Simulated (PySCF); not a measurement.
# C4H4N2Si: NMR shifts at several levels of theory, part 1 of 2

How much do the NMR shifts of C4H4N2Si (`N#CC#C/C=N/[SiH3]`) depend on the level of theory, and what does each level cost?

Computed with PySCF 2.14.0, with density-fitted response routines of our own, on a single molecule in the gas phase. Atoms count from 0, in the outputs and in this text.

## 1. Starting geometry

11 atoms, charge 0, multiplicity 1; geometry from: GFN2-xTB. The atoms were then displaced at random by about 0.01 Å, so the start is not that level's minimum.

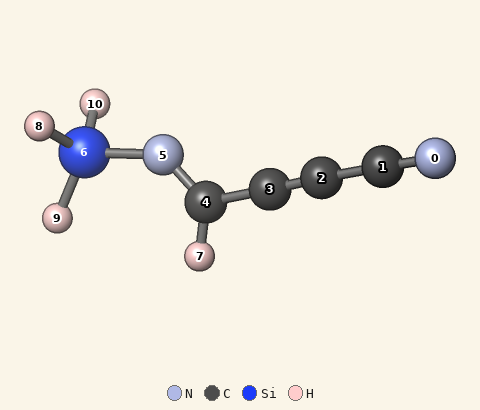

The starting geometry (nitrogen light blue, carbon dark grey, silicon blue, hydrogen pink), atoms numbered.

## 2. Relaxing the molecule at PBE0-D3(BJ)/def2-SVP

Job settings and geometry (Å):

```
{"job": {"xc": "PBE0", "basis": "def2-SVP", "d3": "d3bj", "grid": 1, "shake": 0.01, "kind": "geom"}, "charge": 0, "multiplicity": 1}
N      4.802260     1.542370    -0.156650
C      3.725760     1.103830    -0.080350
C      2.469470     0.559080     0.012340
C      1.419650     0.067850     0.111980
C      0.103970    -0.524320     0.217530
N     -0.932110     0.096330    -0.142160
Si    -2.593880    -0.297660    -0.151400
H      0.133400    -1.524420     0.654460
H     -3.177860     0.769460     0.691270
H     -2.963830    -1.620790     0.386470
H     -2.948730    -0.197550    -1.559150
```

Run with:

```
OMP_NUM_THREADS=1 python probes_run.py task.json out
```

The driver reads the jobs from task.json and runs them one after another.

The program printed:

```text
step   0  E = -552.99415087  max force = 0.120788
step   1  E = -553.00338131  max force = 0.021964
step   2  E = -553.00373967  max force = 0.010349
step   3  E = -553.00438569  max force = 0.011003
step   4  E = -553.00455302  max force = 0.002937
step   5  E = -553.00459749  max force = 0.002657
step   6  E = -553.00462001  max force = 0.000505
step   7  E = -553.00462561  max force = 0.000164
optimisation converged
```

It took 48 s on 1 thread of Arm Neoverse V1, shared host; peak memory 0.47 GiB.

The steps of the relaxation:

```csv
step,energy from step 0 (eV),largest force component (eV/Å)
0,0.0000,6.2112
1,-0.2512,1.1294
2,-0.2609,0.5322
3,-0.2785,0.5658
4,-0.2831,0.1510
5,-0.2843,0.1366
6,-0.2849,0.0260
7,-0.2850,0.0084
```

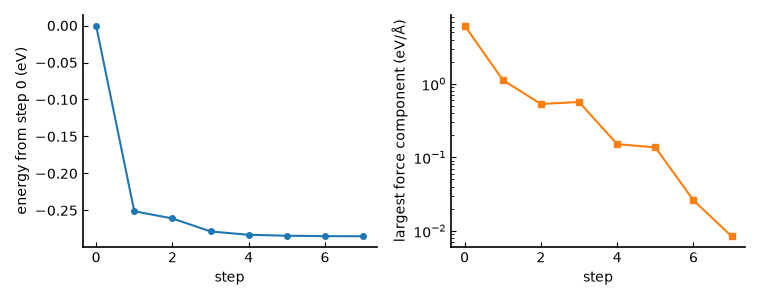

Energy and largest force along the relaxation.

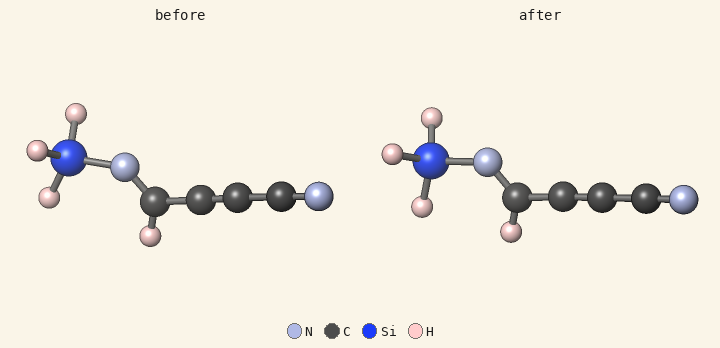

Before and after, at one scale.

Close pairs (by a distance rule), those that changed most:

```csv
bond,before (Å),after (Å),change (Å)
C2–C3,1.163,1.218,+0.055
N5–Si6,1.708,1.760,+0.053
Si6–H10,1.455,1.489,+0.034
Si6–H9,1.475,1.500,+0.025
C4–H7,1.092,1.112,+0.020
C3–C4,1.447,1.437,-0.010
Si6–H8,1.480,1.489,+0.009
C4–N5,1.260,1.268,+0.008
```

The next job starts from the end point, and lists it.

| at the end point | value |
| --- | --- |
| point group (found at 0.08 Å tolerance) | Cs |
| rotational constants (GHz, main isotopes) | 29.744, 0.598, 0.590 |
| dipole moment (D) | 4.22 |

## 3. Shielding tensors: PBE0/6-31G*

Job settings and geometry (Å):

```
{"job": {"kind": "nmr", "xc": "PBE0", "basis": "6-31G*", "pop": true}, "charge": 0, "multiplicity": 1}
N      5.119801     1.271667    -0.040883
C      4.034705     0.856678     0.011880
C      2.756170     0.360420     0.077800
C      1.620675    -0.076753     0.135660
C      0.304233    -0.645344     0.230590
N     -0.726495    -0.015184    -0.154195
Si    -2.368058    -0.645667    -0.071107
H      0.288959    -1.668746     0.665029
H     -3.163536     0.290652     0.770223
H     -2.402104    -2.024835     0.518139
H     -2.907387    -0.668128    -1.458927
```

Level: GIAO PBE0/6-31G* NMR shielding, non-relativistic, gas phase.

The program printed:

```text
coarse grid: 10576 points
cycle   1  E = -553.2621064498  dE =  9.301e-01  |g| = 5.061e-01  |ddm| = 4.908e+00
cycle   2  E = -553.0400162784  dE =  2.221e-01  |g| = 1.097e+00  |ddm| = 3.230e+00
cycle   3  E = -553.3225958459  dE = -2.826e-01  |g| = 1.186e-01  |ddm| = 2.241e+00
cycle   4  E = -553.3246804595  dE = -2.085e-03  |g| = 8.177e-02  |ddm| = 3.100e-01
cycle   5  E = -553.3261804389  dE = -1.500e-03  |g| = 2.515e-02  |ddm| = 1.444e-01
cycle   6  E = -553.3263443705  dE = -1.639e-04  |g| = 4.035e-03  |ddm| = 3.023e-02
cycle   7  E = -553.3263467483  dE = -2.378e-06  |g| = 2.486e-03  |ddm| = 5.879e-03
final grid: 100232 points
cycle   8  E = -553.2603509894  dE = -1.155e-05  |g| = 6.726e-03  |ddm| = 4.358e-02
cycle   9  E = -553.2603111276  dE =  3.986e-05  |g| = 1.416e-02  |ddm| = 2.042e-02
cycle  10  E = -553.2603623051  dE = -5.118e-05  |g| = 1.728e-03  |ddm| = 1.293e-02
cycle  11  E = -553.2603631017  dE = -7.966e-07  |g| = 4.269e-04  |ddm| = 3.378e-03
cycle  12  E = -553.2603631430  dE = -4.128e-08  |g| = 1.802e-04  |ddm| = 9.273e-04
cycle  13  E = -553.2603631500  dE = -6.980e-09  |g| = 4.917e-05  |ddm| = 2.454e-04
cycle  14  E = -553.2603631503  dE = -3.001e-10  |g| = 3.566e-05  |ddm| = 1.206e-04
cycle  15  E = -553.2603631506  dE = -3.042e-10  |g| = 4.723e-06  |ddm| = 4.457e-05
converged SCF energy = -553.2603631506

GIAO shielding tensors (ppm)
atom      isotropic    diamagn.    paramagn.     s11        s22        s33       span
  0 N      -20.790     345.174    -365.964   -189.628   -168.642    295.900    485.528
  1 C       96.981     267.066    -170.085      0.843      1.023    289.076    288.233
  2 C      129.988     239.055    -109.066     81.727     84.510    223.728    142.001
  3 C      124.905     269.231    -144.325     33.948     41.538    299.229    265.281
  4 C       46.130     260.368    -214.238    -46.030     54.162    130.259    176.289
  5 N     -137.156     322.345    -459.501   -563.880   -148.622    301.034    864.914
  6 Si     429.446     881.011    -451.564    376.800    424.302    487.236    110.436
  7 H       23.809      27.528      -3.719     21.052     24.960     25.414      4.362
  8 H       26.681      28.411      -1.730     24.360     25.386     30.297      5.937
  9 H       27.058      27.982      -0.924     24.556     25.863     30.755      6.199
 10 H       26.685      28.298      -1.612     24.366     25.385     30.304      5.938
```

It took 9.7 s on 1 thread of Arm Neoverse V1, shared host; peak memory 0.56 GiB.

The references, computed at this level on geometries of the same kind, shield at (ppm): ¹H TMS 31.96, ¹³C TMS 194.1, ²⁹Si TMS 418.1, ¹⁵N NH3 259.4. Their shielding less the atom's gives the shift. The references are single molecules in the gas phase, so shifts against H2O, NH3, PH3, H3PO4 or CFCl3 are not on the usual liquid scales and can be off by tens of ppm. Atoms listed in one row are averaged.

```
      atoms                        environment  σ (ppm)  δ (ppm)
         C4                         C=N carbon     46.1    148.0
         C1                     nitrile carbon     97.0     97.2
         C3                      alkyne carbon    124.9     69.2
         C2                      alkyne carbon    130.0     64.2
         H7           hydrogen on a C=N carbon    23.81     8.15
H8, H9, H10  hydrogen on a silicon bonded to N    26.81     5.15
         N5                     imine nitrogen   -137.2    396.5
         N0                   nitrile nitrogen    -20.8    280.2
        Si6           silicon bonded to N, 3 H    429.4    -11.4
```

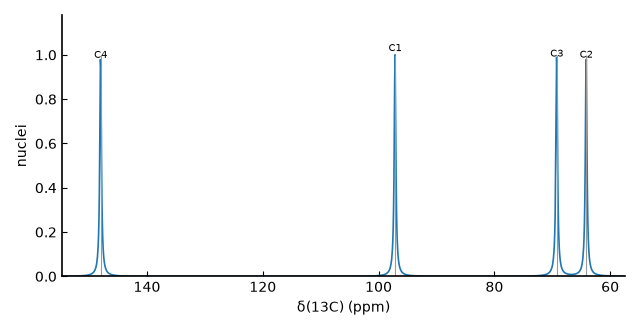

¹³C lines at the computed shifts, without couplings. Lines are broadened to a width of 0.34 ppm (Lorentzian).

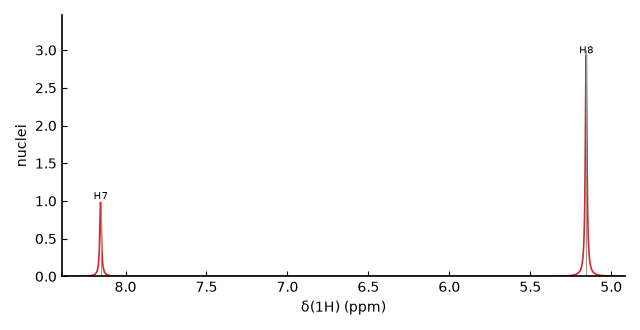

¹H lines at the computed shifts, without couplings. Lines are broadened to a width of 0.01 ppm (Lorentzian).

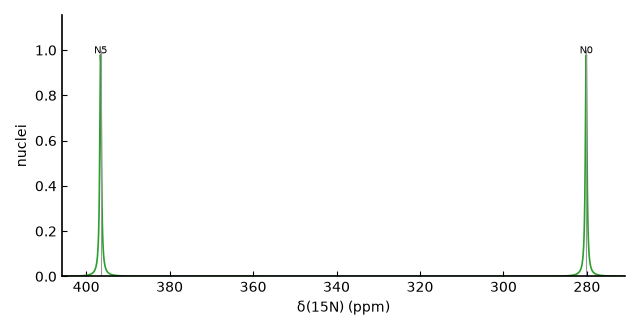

¹⁵N lines at the computed shifts, without couplings. Lines are broadened to a width of 0.47 ppm (Lorentzian).

The run also stored atomic charges by several schemes (e):

| atoms | Mulliken | IAO | Hirshfeld | ESP fit |
| --- | --- | --- | --- | --- |
| N0 | -0.31 | -0.19 | -0.17 | -0.40 |
| C1 | -0.05 | 0.14 | 0.09 | 0.45 |
| C2 | 0.38 | -0.05 | 0.00 | -0.13 |
| C3 | -0.01 | 0.04 | 0.02 | -0.13 |
| C4 | -0.06 | 0.04 | 0.08 | 0.45 |
| N5 | -0.42 | -0.49 | -0.22 | -0.47 |
| Si6 | 0.47 | 0.72 | 0.34 | 0.38 |

ESP fit charges:

```csv
atom,value (e)
N0,-0.40
C1,0.45
C2,-0.13
C3,-0.13
C4,0.45
N5,-0.47
Si6,0.38
H7,0.03
H8,-0.05
H9,-0.09
H10,-0.04
```

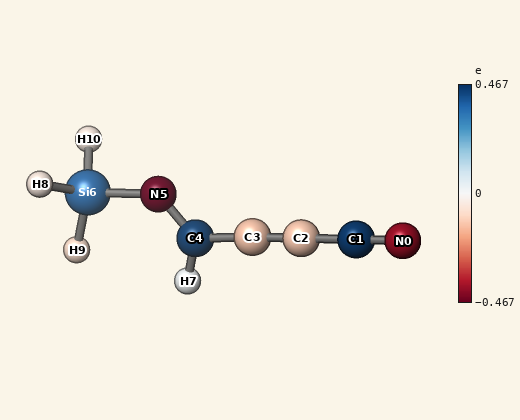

ESP fit charges, as colours on the atoms.

Mayer bond orders: N0–C1 2.90, C1–C2 0.85, C2–C3 2.31, C3–C4 1.08, C4–N5 1.90, N5–Si6 0.96.

## 4. NMR shieldings: PBE0/6-311+G(2d,p)

The job, as its differences from that of step 3:

```diff
@@ -1,2 +1,2 @@
-{"job": {"kind": "nmr", "xc": "PBE0", "basis": "6-31G*", "pop": true}, "charge": 0, "multiplicity": 1}
+{"job": {"kind": "nmr", "xc": "PBE0", "basis": "6-311+G(2d,p)", "pop": true}, "charge": 0, "multiplicity": 1}
 N      5.119801     1.271667    -0.040883
```

Method: GIAO PBE0/6-311+G(2d,p) NMR shielding, non-relativistic, gas phase.

The program printed:

```text
coarse grid: 10576 points
cycle   1  E = -553.3068760765  dE =  9.115e-01  |g| = 5.296e-01  |ddm| = 9.970e+02
cycle   2  E = -553.0713901102  dE =  2.355e-01  |g| = 1.142e+00  |ddm| = 2.245e+00
cycle   3  E = -553.3677329666  dE = -2.963e-01  |g| = 1.329e-01  |ddm| = 1.386e+00
cycle   4  E = -553.3699536862  dE = -2.221e-03  |g| = 9.112e-02  |ddm| = 2.477e-01
cycle   5  E = -553.3717313523  dE = -1.778e-03  |g| = 2.971e-02  |ddm| = 1.351e-01
cycle   6  E = -553.3719392074  dE = -2.079e-04  |g| = 5.393e-03  |ddm| = 3.731e-02
cycle   7  E = -553.3719441269  dE = -4.920e-06  |g| = 2.886e-03  |ddm| = 9.151e-03
final grid: 100232 points
cycle   8  E = -553.3666053634  dE = -1.646e-05  |g| = 7.437e-03  |ddm| = 2.871e-01
cycle   9  E = -553.3665490716  dE =  5.629e-05  |g| = 1.657e-02  |ddm| = 2.289e-02
cycle  10  E = -553.3666183099  dE = -6.924e-05  |g| = 1.544e-03  |ddm| = 1.315e-02
cycle  11  E = -553.3666188800  dE = -5.701e-07  |g| = 5.431e-04  |ddm| = 3.416e-03
cycle  12  E = -553.3666189400  dE = -6.007e-08  |g| = 2.268e-04  |ddm| = 8.161e-04
cycle  13  E = -553.3666189504  dE = -1.040e-08  |g| = 6.414e-05  |ddm| = 3.767e-04
cycle  14  E = -553.3666189511  dE = -6.816e-10  |g| = 3.582e-05  |ddm| = 1.321e-04
cycle  15  E = -553.3666189514  dE = -2.967e-10  |g| = 5.251e-06  |ddm| = 3.885e-05
converged SCF energy = -553.3666189514

GIAO shielding tensors (ppm)
atom      isotropic    diamagn.    paramagn.     s11        s22        s33       span
  0 N      -51.462     320.597    -372.059   -235.031   -212.020    292.664    527.695
  1 C       76.499     304.981    -228.482    -30.283    -29.770    289.549    319.832
  2 C      115.775     235.581    -119.807     63.191     65.732    218.401    155.209
  3 C      108.473     257.827    -149.354      7.294     17.525    300.601    293.307
  4 C       27.599     260.592    -232.993    -75.241     38.800    119.238    194.479
  5 N     -176.792     322.871    -499.663   -627.969   -191.045    288.638    916.607
  6 Si     384.304     875.570    -491.266    330.139    371.379    451.395    121.256
  7 H       22.911      30.209      -7.298     20.400     23.670     24.661      4.261
  8 H       26.195      26.678      -0.483     24.053     24.874     29.658      5.604
  9 H       26.505      25.960       0.545     24.137     25.096     30.282      6.145
 10 H       26.199      26.597      -0.398     24.060     24.873     29.663      5.602
```

Wall time 26 s (1 thread of Arm Neoverse V1, shared host); peak memory 0.96 GiB.

In short: δ C4 158.8, C1 109.9, C3 78.0, C2 70.7, H7 8.60, H8 5.21 ppm (means over like atoms).

## 5. Nuclear shieldings: PBE0/def2-SVP

The job, as its differences from that of step 4:

```diff
@@ -1,2 +1,2 @@
-{"job": {"kind": "nmr", "xc": "PBE0", "basis": "6-311+G(2d,p)", "pop": true}, "charge": 0, "multiplicity": 1}
+{"job": {"kind": "nmr", "xc": "PBE0", "basis": "def2-SVP", "pop": true}, "charge": 0, "multiplicity": 1}
 N      5.119801     1.271667    -0.040883
```

Method: GIAO PBE0/def2-SVP NMR shielding, non-relativistic, gas phase.

The program printed:

```text
coarse grid: 10576 points
cycle   1  E = -552.8621833728  dE =  8.762e-01  |g| = 5.128e-01  |ddm| = 4.302e+00
cycle   2  E = -552.6266534488  dE =  2.355e-01  |g| = 1.123e+00  |ddm| = 2.297e+00
cycle   3  E = -552.9244667770  dE = -2.978e-01  |g| = 1.135e-01  |ddm| = 1.523e+00
cycle   4  E = -552.9262249673  dE = -1.758e-03  |g| = 8.107e-02  |ddm| = 2.106e-01
cycle   5  E = -552.9276991245  dE = -1.474e-03  |g| = 2.525e-02  |ddm| = 1.135e-01
cycle   6  E = -552.9278641738  dE = -1.650e-04  |g| = 4.006e-03  |ddm| = 4.055e-02
cycle   7  E = -552.9278665511  dE = -2.377e-06  |g| = 2.487e-03  |ddm| = 5.456e-03
final grid: 100232 points
cycle   8  E = -552.9965698458  dE = -5.264e-06  |g| = 6.494e-03  |ddm| = 2.300e-02
cycle   9  E = -552.9965298898  dE =  3.996e-05  |g| = 1.406e-02  |ddm| = 2.089e-02
cycle  10  E = -552.9965803819  dE = -5.049e-05  |g| = 1.411e-03  |ddm| = 1.318e-02
cycle  11  E = -552.9965809084  dE = -5.265e-07  |g| = 4.137e-04  |ddm| = 2.443e-03
cycle  12  E = -552.9965809492  dE = -4.076e-08  |g| = 1.440e-04  |ddm| = 7.409e-04
cycle  13  E = -552.9965809536  dE = -4.372e-09  |g| = 4.057e-05  |ddm| = 1.407e-04
cycle  14  E = -552.9965809538  dE = -2.046e-10  |g| = 2.953e-05  |ddm| = 6.513e-05
converged SCF energy = -552.9965809538

GIAO shielding tensors (ppm)
atom      isotropic    diamagn.    paramagn.     s11        s22        s33       span
  0 N      -34.157     322.233    -356.389   -210.003   -187.763    295.297    505.301
  1 C       92.325     282.376    -190.051     -5.851     -5.751    288.576    294.427
  2 C      125.673     244.926    -119.253     75.917     78.637    222.466    146.549
  3 C      118.784     272.339    -153.555     24.540     33.128    298.685    274.145
  4 C       41.408     256.444    -215.036    -52.557     45.642    131.139    183.696
  5 N     -155.537     320.590    -476.127   -608.119   -165.247    306.755    914.874
  6 Si     450.266     879.566    -429.300    395.499    445.454    509.845    114.346
  7 H       23.252      29.784      -6.532     20.455     24.171     25.129      4.674
  8 H       26.295      28.280      -1.985     24.033     24.947     29.905      5.872
  9 H       26.681      28.102      -1.421     24.319     25.294     30.431      6.111
 10 H       26.299      28.159      -1.860     24.039     24.947     29.911      5.872
```

Wall time 9.9 s (1 thread of Arm Neoverse V1, shared host); peak memory 0.6 GiB.

Key values: δ C4 152.3, C1 101.4, C3 74.9, C2 68.0, H7 8.09, H8 4.92 ppm (means over like atoms).

## 6. NMR shieldings: PBE0/def2-TZVP

The job, as its differences from that of step 5:

```diff
@@ -1,2 +1,2 @@
-{"job": {"kind": "nmr", "xc": "PBE0", "basis": "def2-SVP", "pop": true}, "charge": 0, "multiplicity": 1}
+{"job": {"kind": "nmr", "xc": "PBE0", "basis": "def2-TZVP", "pop": true}, "charge": 0, "multiplicity": 1}
 N      5.119801     1.271667    -0.040883
```

With the program's defaults for keys left out, this is: GIAO PBE0/def2-TZVP NMR shielding, non-relativistic, gas phase.

The program printed:

```text
coarse grid: 10576 points
cycle   1  E = -553.3382411305  dE =  9.039e-01  |g| = 5.320e-01  |ddm| = 3.766e+00
cycle   2  E = -553.1064902750  dE =  2.318e-01  |g| = 1.139e+00  |ddm| = 4.283e+00
cycle   3  E = -553.3997812963  dE = -2.933e-01  |g| = 1.350e-01  |ddm| = 3.348e+00
cycle   4  E = -553.4021138665  dE = -2.333e-03  |g| = 9.371e-02  |ddm| = 3.118e-01
cycle   5  E = -553.4039883565  dE = -1.874e-03  |g| = 3.076e-02  |ddm| = 2.359e-01
cycle   6  E = -553.4042126447  dE = -2.243e-04  |g| = 5.255e-03  |ddm| = 9.349e-02
cycle   7  E = -553.4042172738  dE = -4.629e-06  |g| = 2.821e-03  |ddm| = 1.032e-02
final grid: 100232 points
cycle   8  E = -553.3914771754  dE = -2.050e-05  |g| = 7.465e-03  |ddm| = 1.551e-01
cycle   9  E = -553.3914244503  dE =  5.273e-05  |g| = 1.618e-02  |ddm| = 3.038e-02
cycle  10  E = -553.3914897373  dE = -6.529e-05  |g| = 1.726e-03  |ddm| = 1.417e-02
cycle  11  E = -553.3914904472  dE = -7.100e-07  |g| = 5.729e-04  |ddm| = 5.495e-03
cycle  12  E = -553.3914905125  dE = -6.526e-08  |g| = 2.629e-04  |ddm| = 2.050e-03
cycle  13  E = -553.3914905269  dE = -1.440e-08  |g| = 6.617e-05  |ddm| = 4.112e-04
cycle  14  E = -553.3914905276  dE = -6.938e-10  |g| = 3.755e-05  |ddm| = 1.421e-04
cycle  15  E = -553.3914905279  dE = -3.262e-10  |g| = 5.969e-06  |ddm| = 8.267e-05
converged SCF energy = -553.3914905279

GIAO shielding tensors (ppm)
atom      isotropic    diamagn.    paramagn.     s11        s22        s33       span
  0 N      -53.788     327.968    -381.756   -238.307   -214.863    291.806    530.113
  1 C       76.784     264.621    -187.837    -29.494    -29.482    289.328    318.822
  2 C      116.214     257.921    -141.707     64.198     66.919    217.525    153.327
  3 C      108.448     259.782    -151.334      6.956     17.901    300.486    293.530
  4 C       25.890     247.831    -221.941    -78.137     36.788    119.021    197.158
  5 N     -181.189     319.726    -500.915   -638.841   -194.995    290.268    929.109
  6 Si     372.257     877.850    -505.593    317.048    358.769    440.953    123.905
  7 H       22.900      29.521      -6.621     20.446     23.551     24.703      4.257
  8 H       26.173      28.359      -2.186     24.138     24.819     29.563      5.425
  9 H       26.478      28.095      -1.617     24.169     25.069     30.196      6.027
 10 H       26.177      28.259      -2.082     24.146     24.817     29.568      5.422
```

Wall time 31 s (1 thread of Arm Neoverse V1, shared host); peak memory 1 GiB.

This run: δ C4 160.8, C1 109.9, C3 78.2, C2 70.4, H7 8.58, H8 5.20 ppm (means over like atoms).

## 7. Nuclear shieldings: PBE0/cc-pVDZ

The job, as its differences from that of step 6:

```diff
@@ -1,2 +1,2 @@
-{"job": {"kind": "nmr", "xc": "PBE0", "basis": "def2-TZVP", "pop": true}, "charge": 0, "multiplicity": 1}
+{"job": {"kind": "nmr", "xc": "PBE0", "basis": "cc-pVDZ", "pop": true}, "charge": 0, "multiplicity": 1}
 N      5.119801     1.271667    -0.040883
```

Level: GIAO PBE0/cc-pVDZ NMR shielding, non-relativistic, gas phase.

The program printed:

```text
coarse grid: 10576 points
cycle   1  E = -553.2150417472  dE =  9.689e-01  |g| = 5.076e-01  |ddm| = 7.501e+00
cycle   2  E = -552.9796505755  dE =  2.354e-01  |g| = 1.122e+00  |ddm| = 2.664e+00
cycle   3  E = -553.2764248226  dE = -2.968e-01  |g| = 1.121e-01  |ddm| = 1.715e+00
cycle   4  E = -553.2781690931  dE = -1.744e-03  |g| = 8.037e-02  |ddm| = 2.999e-01
cycle   5  E = -553.2796120172  dE = -1.443e-03  |g| = 2.484e-02  |ddm| = 1.401e-01
cycle   6  E = -553.2797740299  dE = -1.620e-04  |g| = 3.855e-03  |ddm| = 4.712e-02
cycle   7  E = -553.2797760482  dE = -2.018e-06  |g| = 2.519e-03  |ddm| = 9.978e-03
final grid: 100232 points
cycle   8  E = -553.2975132376  dE = -8.507e-06  |g| = 6.672e-03  |ddm| = 8.159e-02
cycle   9  E = -553.2974733077  dE =  3.993e-05  |g| = 1.419e-02  |ddm| = 3.117e-02
cycle  10  E = -553.2975244380  dE = -5.113e-05  |g| = 1.617e-03  |ddm| = 2.003e-02
cycle  11  E = -553.2975251324  dE = -6.944e-07  |g| = 4.087e-04  |ddm| = 4.017e-03
cycle  12  E = -553.2975251715  dE = -3.914e-08  |g| = 1.629e-04  |ddm| = 8.264e-04
cycle  13  E = -553.2975251773  dE = -5.792e-09  |g| = 4.240e-05  |ddm| = 2.714e-04
cycle  14  E = -553.2975251775  dE = -1.846e-10  |g| = 3.358e-05  |ddm| = 1.141e-04
cycle  15  E = -553.2975251778  dE = -2.656e-10  |g| = 4.412e-06  |ddm| = 5.293e-05
converged SCF energy = -553.2975251778

GIAO shielding tensors (ppm)
atom      isotropic    diamagn.    paramagn.     s11        s22        s33       span
  0 N      -26.853     343.904    -370.757   -198.597   -177.402    295.439    494.036
  1 C       94.705     271.364    -176.659     -2.738     -2.560    289.413    292.151
  2 C      129.189     241.659    -112.470     80.962     83.422    223.183    142.222
  3 C      122.242     244.726    -122.484     28.672     38.515    299.539    270.867
  4 C       43.566     265.442    -221.876    -51.635     50.604    131.727    183.362
  5 N     -151.813     319.347    -471.160   -598.223   -159.598    302.381    900.604
  6 Si     453.305     882.065    -428.760    403.547    447.134    509.234    105.687
  7 H       22.950      30.260      -7.309     20.062     23.888     24.901      4.839
  8 H       26.254      28.722      -2.467     23.907     24.759     30.097      6.191
  9 H       26.629      28.725      -2.096     24.099     25.130     30.658      6.559
 10 H       26.258      28.609      -2.351     23.913     24.759     30.103      6.190
```

Wall time 11 s (1 thread of Arm Neoverse V1, shared host); peak memory 0.61 GiB.

In short: δ C4 153.2, C1 102.0, C3 74.5, C2 67.6, H7 8.34, H8 4.91 ppm (means over like atoms).

(Continued in part 2 of 2.)
